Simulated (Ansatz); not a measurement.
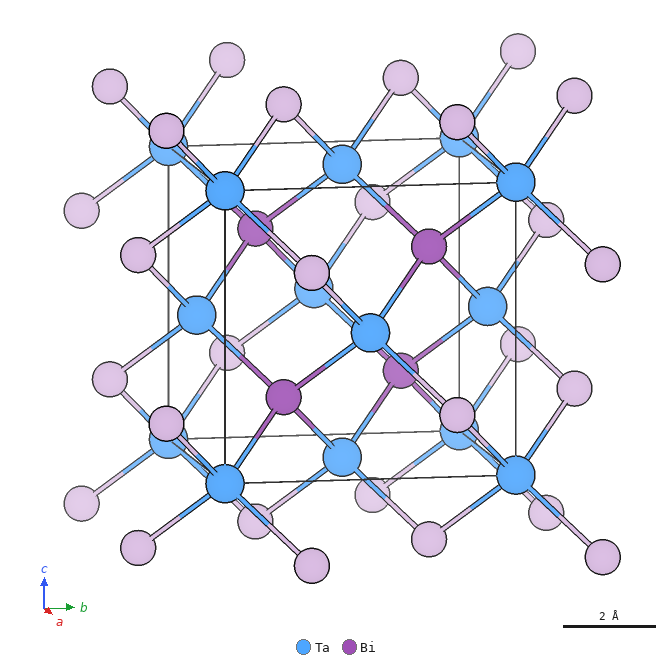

The crystal in a ball-and-stick representation, seen slightly off an axis. The conventional unit cell is drawn as a box. Periodic images bonded to atoms of the box are shown as well, in fainter colours.

TaBi, zinc blende (sphalerite type), space group F-43m (No. 216), a = 6.461 Å, b = 6.461 Å, c = 6.461 Å, α = 90.00°, β = 90.00°, γ = 90.00°. The structure comes from a structure type filled with these elements by a generator (whether the compound takes this form wasn't checked). Earlier steps of the study, as a rule a relaxation of our own, may have changed the cell and positions, so they can lie some per cent off the listed ones. It was run through Ansatz as a DFT input.

This one geometry was computed with Ansatz (DFT, plane waves, PAW) at five levels of theory: LDA, PBEsol, r2SCAN, PBE with spin-orbit coupling and PBE.

### Which level gives the highest pressure at this volume, and what does that say about its equilibrium volume?

Highest: PBE with spin-orbit coupling (0.2 GPa) and PBE (0.0 GPa), which points to the largest equilibrium volume. Lowest, with the smallest volume: LDA (-4.3 GPa). Levels within 0.5 GPa of each other can't be told apart.

### How does the band gap change with the level of theory?

All levels give a metal.

### Collect the results in a table.

| level | cutoff (eV) | k-mesh of the run's cell | gap (eV) | pressure (GPa) |
| --- | --- | --- | --- | --- |
| LDA | 420 | 10×10×10 | metal | -4.3 |
| PBEsol | 420 | 10×10×10 | metal | -2.7 |
| r2SCAN | 500 | 10×10×10 | metal | -1.5 |
| PBE with spin-orbit coupling | 420 | 10×10×10 | metal | 0.2 |
| PBE | 420 | 10×10×10 | metal | 0.0 |

Gaps are taken on the k-mesh or band path of each run.
